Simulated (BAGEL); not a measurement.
**C2HClF2 (SMILES FC(F)=CCl) at B3LYP/6-31G(d) (density fitting with cc-pvqz-jkfit, spherical functions)**

What is the energy change on altering one bond length of C2HClF2 at B3LYP/6-31G* (density fitting with cc-pvqz-jkfit, spherical functions)? 

Program for the calculation: BAGEL 1.2.2.

1 further run of the same task is left out (set aside as unsound or not needed). Runs told in other sessions of the task aren't counted.

## Step 1: The structure to begin with

The species is C2HClF2 (6 atoms), meant as a singlet with charge 0. As SMILES, `FC(F)=CCl`. The shape is that of a PBE0-D4/def2-TZVP optimisation.

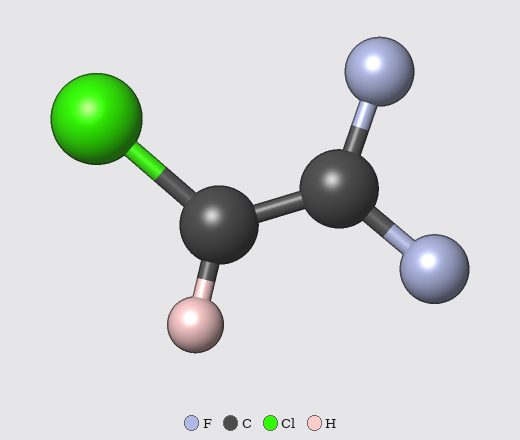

Viewed from a chosen angle; fluorine light blue, carbon dark grey, chlorine green, hydrogen pink.

## Step 2: The energy at B3LYP/6-31G(d) (density fitting with cc-pvqz-jkfit, spherical functions)

job.json reads:

```json
{ "bagel" : [

{
  "title" : "molecule",
  "basis" : "6-31gs.json",
  "df_basis" : "cc-pvqz-jkfit",
  "angstrom" : true,
  "geometry" : [
    { "atom" : "F", "xyz" : [       0.901010,      -0.810380,       1.342040 ] },
    { "atom" : "C", "xyz" : [       0.267650,      -0.562200,       0.220370 ] },
    { "atom" : "F", "xyz" : [       0.192510,      -1.632620,      -0.522730 ] },
    { "atom" : "C", "xyz" : [      -0.218360,       0.626770,      -0.086550 ] },
    { "atom" : "Cl", "xyz" : [      -1.039010,       0.926430,      -1.552100 ] },
    { "atom" : "H", "xyz" : [      -0.103800,       1.452000,       0.598970 ] }
  ]
},

{
  "title" : "ks",
  "xc_func" : "b3lyp"
},

{
  "title" : "print",
  "file" : "orbitals.molden",
  "orbitals" : true
}

]}
```

The basis set 6-31G* is read from a file made from the Basis Set Exchange's data (not shown).

On the command line:

```sh
BAGEL_NUM_THREADS=1 BAGEL job.json > job.out
```

What it wrote:

```text
* using 1 threads per process

  ===============================================================
  ===============================================================

  *** Geometry ***

  { "atom" : "F", "xyz" : [      1.702662,     -1.531396,      2.536088 ] },
  { "atom" : "C", "xyz" : [      0.505785,     -1.062404,      0.416439 ] },
  { "atom" : "F", "xyz" : [      0.363791,     -3.085205,     -0.987817 ] },
  { "atom" : "C", "xyz" : [     -0.412641,      1.184424,     -0.163556 ] },
  { "atom" : "Cl", "xyz" : [     -1.963444,      1.750699,     -2.933044 ] },
  { "atom" : "H", "xyz" : [     -0.196154,      2.743882,      1.131889 ] },

  Number of auxiliary basis functions:      623

  Since a DF basis is specified, we compute 2- and 3-index integrals:
    o Being stored without compression. Storage requirement is 0.029 GB

  Number of basis functions:       76
  Number of electrons      :       48

    * METHOD: MOLECULE                             0.37

  *** Kohn-Sham DFT ***

    * Removing 10696 points whose weight is below 1.00e-10
    * Grid points: 78740

  === Nuclear Repulsion ===
   213.5748738834

       - DIIS with orbital gradients will be used.

  === KS iteration (b3lyp / 6-31gs.json) ===
      0       -711.99827116          0.13206995           0.30
      1       -660.74356909          0.21145155           0.29
      2       -663.48594461          0.20579770           0.29
      3       -730.70135573          0.09003461           0.29
      4       -728.81597870          0.09059574           0.29
      5       -736.24169390          0.03082944           0.29
      6       -736.46056055          0.02156208           0.28
      7       -736.62641327          0.00480632           0.29
      8       -736.62402224          0.00589217           0.28
      9       -736.63837728          0.00093877           0.28
     10       -736.63874628          0.00030558           0.28
     11       -736.63878014          0.00010915           0.28
     12       -736.63878505          0.00002213           0.28
     13       -736.63878520          0.00001237           0.28
     14       -736.63878526          0.00000257           0.29
     15       -736.63878526          0.00000106           0.29
     16       -736.63878526          0.00000126           0.29
     17       -736.63878526          0.00000013           0.29
     18       -736.63878526          0.00000006           0.29
     19       -736.63878526          0.00000002           0.29
     20       -736.63878526          0.00000000           0.29
    * SCF iteration converged.

    * Permanent dipole moment:
           (   -0.121955,    -0.177914,    -0.341181) a.u.

    * METHOD: KS                                   6.34

    * METHOD: PRINT                                0.01

  ===============================================================
```

Wall time 6.9 s (1 thread of Arm Neoverse V2, shared host); peak memory 0.32 GiB.

## Step 3: The distorted shape

job.json reads:

```json
{ "bagel" : [

{
  "title" : "molecule",
  "basis" : "6-31gs.json",
  "df_basis" : "cc-pvqz-jkfit",
  "angstrom" : true,
  "geometry" : [
    { "atom" : "F", "xyz" : [    0.973904,   -0.988707,    1.388073 ] },
    { "atom" : "C", "xyz" : [    0.340544,   -0.740527,    0.266403 ] },
    { "atom" : "F", "xyz" : [    0.265404,   -1.810947,   -0.476697 ] },
    { "atom" : "C", "xyz" : [   -0.218360,    0.626770,   -0.086550 ] },
    { "atom" : "Cl", "xyz" : [   -1.039010,    0.926430,   -1.552100 ] },
    { "atom" : "H", "xyz" : [   -0.103800,    1.452000,    0.598970 ] }
  ]
},
{ "title" : "ks", "xc_func" : "b3lyp" },
{ "title" : "print", "file" : "orbitals.molden", "orbitals" : true }

]}
```

The basis set 6-31G* is read from a file made from the Basis Set Exchange's data (not shown).

On the command line:

```sh
BAGEL_NUM_THREADS=1 BAGEL job.json > job.out
```

What it wrote:

```text
* using 1 threads per process

  ===============================================================
  ===============================================================

  *** Geometry ***

  { "atom" : "F", "xyz" : [      1.840412,     -1.868385,      2.623078 ] },
  { "atom" : "C", "xyz" : [      0.643535,     -1.399393,      0.503429 ] },
  { "atom" : "F", "xyz" : [      0.501541,     -3.422194,     -0.900827 ] },
  { "atom" : "C", "xyz" : [     -0.412641,      1.184424,     -0.163556 ] },
  { "atom" : "Cl", "xyz" : [     -1.963444,      1.750699,     -2.933044 ] },
  { "atom" : "H", "xyz" : [     -0.196154,      2.743882,      1.131889 ] },

  Number of auxiliary basis functions:      623

  Since a DF basis is specified, we compute 2- and 3-index integrals:
    o Being stored without compression. Storage requirement is 0.029 GB

  Number of basis functions:       76
  Number of electrons      :       48

    * METHOD: MOLECULE                             0.38

  *** Kohn-Sham DFT ***

    * Removing 10270 points whose weight is below 1.00e-10
    * Grid points: 79166

  === Nuclear Repulsion ===
   206.0064294880

       - DIIS with orbital gradients will be used.

  === KS iteration (b3lyp / 6-31gs.json) ===
      0       -711.42775597          0.13219078           0.32
      1       -654.54039578          0.22008263           0.30
      2       -662.48642393          0.19698481           0.31
      3       -690.80153754          0.20132169           0.31
      4       -725.00235244          0.11865749           0.30
      5       -735.32828919          0.05286779           0.31
      6       -735.03399334          0.06532209           0.31
      7       -736.22772062          0.02471970           0.31
      8       -736.33109881          0.02476786           0.31
      9       -736.58231196          0.00798786           0.31
     10       -736.60485495          0.00359476           0.31
     11       -736.60988700          0.00045960           0.30
     12       -736.61002635          0.00021006           0.30
     13       -736.61004253          0.00004894           0.31
     14       -736.61004260          0.00004230           0.31
     15       -736.61004353          0.00000358           0.31
     16       -736.61004354          0.00000150           0.31
     17       -736.61004354          0.00000059           0.31
     18       -736.61004354          0.00000008           0.31
     19       -736.61004354          0.00000006           0.31
     20       -736.61004354          0.00000002           0.30
     21       -736.61004354          0.00000001           0.30
     22       -736.61004354          0.00000000           0.31
    * SCF iteration converged.

    * Permanent dipole moment:
           (   -0.143839,    -0.096593,    -0.339590) a.u.

    * METHOD: KS                                   7.34

    * METHOD: PRINT                                0.01

  ===============================================================
```

It took 8.1 s on 1 thread of Arm Neoverse V2, shared host; peak memory 0.32 GiB.

## Step 4: Outcome

Level: B3LYP/6-31G* (density fitting with cc-pvqz-jkfit, spherical functions).

| quantity | value |
| --- | --- |
| first shape: total energy | -736.63879 Eh |
| first shape: dipole moment | 1.03 D |
| first shape: HOMO energy | -6.91 eV |
| first shape: LUMO energy | 0.39 eV |
| first shape: HOMO–LUMO gap | 7.30 eV |
| distorted shape: total energy | -736.61004 Eh |
| distorted shape: dipole moment | 0.97 D |
| distorted shape: HOMO energy | -6.30 eV |
| distorted shape: LUMO energy | -0.66 eV |
| distorted shape: HOMO–LUMO gap | 5.64 eV |
| energy change with the C2–C4 bond stretched from 1.321 to 1.519 Å | 0.782 eV |

What this shows: With the C2–C4 bond stretched from 1.321 to 1.519 Å the energy rises by 0.78 eV (18.0 kcal/mol). The first shape isn't relaxed at this level, so the change isn't measured from a minimum.
